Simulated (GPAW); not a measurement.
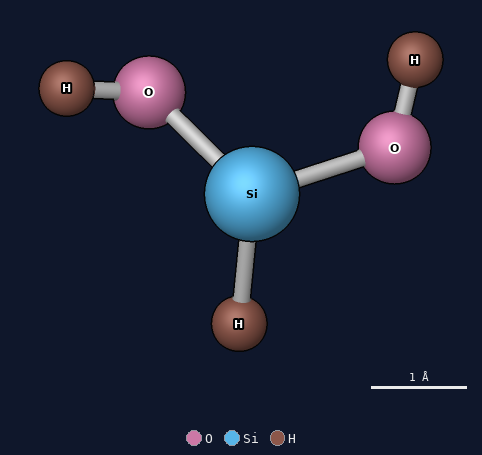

The structure as given in the input (ball-and-stick view, seen on its broad side). Bond lengths as drawn: H–O 0.96 Å, H–Si 1.50 Å and O–Si 1.64 to 1.65 Å.

**Run report: SiH3O2, spin states calculation**

The run: spin states calculation of SiH3O2, multiplicity 2, SMILES O[SiH]O. Method and program: revPBE/real-space grid, UKS, scalar-relativistic datasets (GPAW 26.7.0).

The geometry comes from this level: PBE0-D4/def2-TZVP.

### Input (h3o2si.py)
```python
from ase.io import read
from gpaw import GPAW
from gpaw.utilities.adjust_cell import adjust_cell

mol = read('h3o2si.xyz')
adjust_cell(mol, 4.5, h=0.18)

energies = {}
for name, charge, unpaired in [('doublet', 0, 1), ('quartet', 0, 3), ('sextet', 0, 5)]:
    mol.set_initial_magnetic_moments([unpaired / len(mol)] * len(mol))
    calculator = GPAW(mode='fd',
                      h=0.18,
                      xc='revPBE',
                      charge=charge,
                      occupations={'name': 'fermi-dirac', 'width': 0.0, 'fixmagmom': unpaired > 0},
                      maxiter=150,
                      symmetry='off',
                      txt=f'{name}.txt')
    mol.calc = calculator
    energies[name] = mol.get_potential_energy()
    print(f'{name:10} {energies[name]:12.5f} eV')

lowest = min(energies, key=energies.get)
for name, e in energies.items():
    print(f'{name:10} {e - energies[lowest]:8.3f} eV above the lowest')
```

### File h3o2si.xyz
```
6

O     -1.186200    -0.443400    -0.202500
Si     0.358900     0.083300    -0.457100
O      1.071000     0.255000     1.010900
H     -1.625300    -0.879000    -0.934700
H      0.393800     1.459300    -1.043800
H      0.987700    -0.475200     1.627200
```

Run on 1 thread of Arm Neoverse V2, 112 GiB of memory available, shared host.

Launched with:
```bash
python h3o2si.py > h3o2si.log
```

### Log
```
doublet       -29.85678 eV
quartet       -22.64885 eV
sextet        -14.73615 eV
doublet       0.000 eV above the lowest
quartet       7.208 eV above the lowest
sextet       15.121 eV above the lowest
```

### Summary

| quantity | value |
| --- | --- |
| outcome | converged |
| wall time | 2.9 min |
| peak memory | 1.5 GiB |
